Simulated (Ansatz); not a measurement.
```json
{"atom": "C", "x (Å)": "0.2946", "y (Å)": "0.2838", "z (Å)": "-0.7643"}
{"atom": "F", "x (Å)": "-0.9531", "y (Å)": "0.9779", "z (Å)": "-3.1271"}
{"atom": "Si", "x (Å)": "0.4890", "y (Å)": "0.2093", "z (Å)": "-2.5101"}
{"atom": "H", "x (Å)": "-0.5505", "y (Å)": "0.7191", "z (Å)": "-0.2104"}
{"atom": "H", "x (Å)": "1.0801", "y (Å)": "-0.1392", "z (Å)": "-0.1207"}
```

Geometry: B3LYP-D3(BJ)/def2-SVPD.

Level of theory: isolated molecule in a Gaussian basis; Kohn-Sham density functional theory, functional PBE0 in Ansatz 0.2.0.

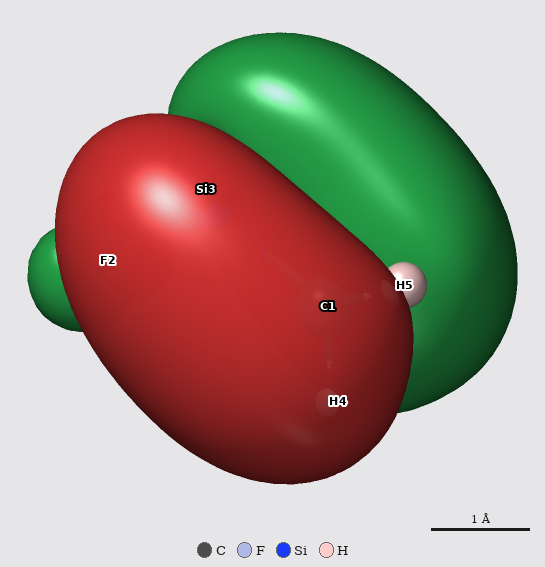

CH$_{2}$FSi (SMILES C=[Si-]F) (charge −1). The HOMO at ±0.06 Å⁻³ᐟ² (green and red are the two phases), seen at a tilt.

Where does this orbital lie, and at what energy?

It lies mainly on C1 (about 55 %) and Si3 (about 35 %); it changes sign across the molecular plane (π type); π-bonding across C1–Si3. Its energy is −0.60 eV.
